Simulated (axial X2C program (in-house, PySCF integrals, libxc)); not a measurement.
# InCl: properties at the nuclei

Aim: properties at the nuclei of InCl, with spin–orbit coupling in the Hamiltonian from the start.

Method: two-component X2C with atomic mean-field terms, In dyall-acv3z, Cl dyall-av3z; program: an in-house X2C program for linear molecules on PySCF integrals.

All values are calculated.

## Step 1: The job

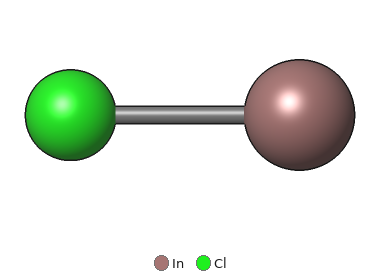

The two atoms at 2.410 Å (indium brown, chlorine green).

task.json

```json
{"zs": [49, 17], "q": 0, "bas": ["dyall-acv3z", "dyall-av3z"], "r0": 2.41, "levels": ["PBE0", "HF", "B3LYP"], "nst": 1, "ff": 1, "thr": -3.5, "nmax": 130, "opt": {"ecut": 60}}
```

Keys: zs atomic numbers; q charge; bas basis sets; r0 starting distance in Å; levels methods (HF also brings MP2); nst determinants followed; ff finite-field run; thr threshold in hartree for freezing inner shells (an s shell follows its p shell); nmax most natural virtual spinors; ecut virtual cutoff in hartree.

Run with:

```
$ python soeom.py task.json out
```

Nuclei are Gaussian, cores are contracted, and the Gaunt term is on.

## Step 2: Expectation values, lowest determinant

R = 2.424 Å. State: Ω = 0 (closed shell).

Output of the PBE0 run:

```text
two-component X2C + atomic mean field  PBE0
basis functions 207  fitting functions 1056  grid points 5081
iter        total energy     max residual
   1      -6339.369755252     1.05e+00
   2      -6339.718388112     4.99e-03
   3      -6339.718356011     4.68e-03
   4      -6339.718986670     2.77e-04
   5      -6339.718987532     1.71e-04
   6      -6339.718988974     6.80e-05
   7      -6339.718989144     7.58e-06
   8      -6339.718989146     2.19e-06
converged
one-electron -9087.97247379  Coulomb 2758.93413993  exact exchange -46.55864113  xc functional -142.62046159  nuclear repulsion 181.85008940  atomic mean-field constant -3.35164197
```

The highest occupied spinor is 37% In s, 35% Cl p, 21% In p.

```tsv
level	qzz In (a.u.)	qzz Cl (a.u.)	μ (D)
PBE0	-3.78	0.80	-3.57
HF	-3.98	0.77	-3.60
B3LYP	-3.71	0.74	-3.62
```

qzz is the electric field gradient, eQq0 = 234.96 MHz × Q/barn × qzz; μ is positive if Cl is the positive end. The operators were transformed with the bare-nucleus X2C matrices.

## Step 3: Finite-field coupled cluster

Output:

```text
two-component X2C + atomic mean field  HF
basis functions 207  fitting functions 1056  grid points 5081
iter        total energy     max residual
   1      -6336.774450947     2.05e-01
   2      -6336.801340035     4.45e-03
   3      -6336.802251649     8.53e-04
   4      -6336.802353153     7.52e-04
   5      -6336.802369768     1.61e-04
   6      -6336.802373040     5.06e-05
   7      -6336.802373244     2.35e-05
   8      -6336.802373290     6.88e-06
   9      -6336.802373293     1.73e-06
  10      -6336.802373293     3.43e-07
converged
one-electron -9087.07856860  Coulomb 2758.12162846  exact exchange -186.34388058  xc functional 0.00000000  nuclear repulsion 181.85008940  atomic mean-field constant -3.35164197
correlated 20  virtual 308  natural virtual 130  E(MP2) -0.694434529  MP2 remainder -0.028432484
iter   CCSD correlation   residual
   1     -0.632463463   1.33e-01
   2     -0.646024806   4.30e-02
   3     -0.647825136   1.55e-02
   4     -0.647678710   4.69e-03
   5     -0.647689053   1.53e-03
   6     -0.647701294   4.91e-04
   7     -0.647698396   1.87e-04
   8     -0.647699649   5.74e-05
   9     -0.647699203   2.17e-05
  10     -0.647699131   8.25e-06
  11     -0.647698996   3.79e-06
  12     -0.647699007   1.59e-06
(T) -0.023180732  T1 0.0196  D1 0.0538  max T2 0.073
```

T1 in the output is the amplitude norm over the root of the electron number; divide by √2 for the Lee–Taylor value.

20 electrons correlated in 130 natural virtual spinors, MP2 remainder added; T1 = 0.014.

```tsv
level	qzz In (a.u.)	qzz Cl (a.u.)	μ (D)
HF	-3.98	0.77	-3.60
MP2	-3.50	0.68	-4.00
CCSD	-3.60	0.73	-3.79
CCSD(T)	-3.53	0.70	-3.75
```

## Step 4: What came out

| quantity | value |
| --- | --- |
| lowest determinant | Ω = 0 (closed shell) |
| qzz In (a.u.), PBE0 | -3.78 |
| qzz Cl (a.u.), PBE0 | 0.80 |
| μ (D), PBE0 | -3.57 |
| qzz In (a.u.), CCSD(T) | -3.53 |
| qzz Cl (a.u.), CCSD(T) | 0.70 |
| μ (D), CCSD(T) | -3.75 |

In words: The expectation values come from single determinants, which for open shells can mix terms of unlike spin or miss the lowest Ω, so a determinant need not be a state. qzz is the electric field gradient, eQq0 = 234.96 MHz × Q/barn × qzz; μ is positive if Cl is the positive end. The operators were transformed with the bare-nucleus X2C matrices. Correlation of the inner shells is missing, which matters for properties at the nucleus.
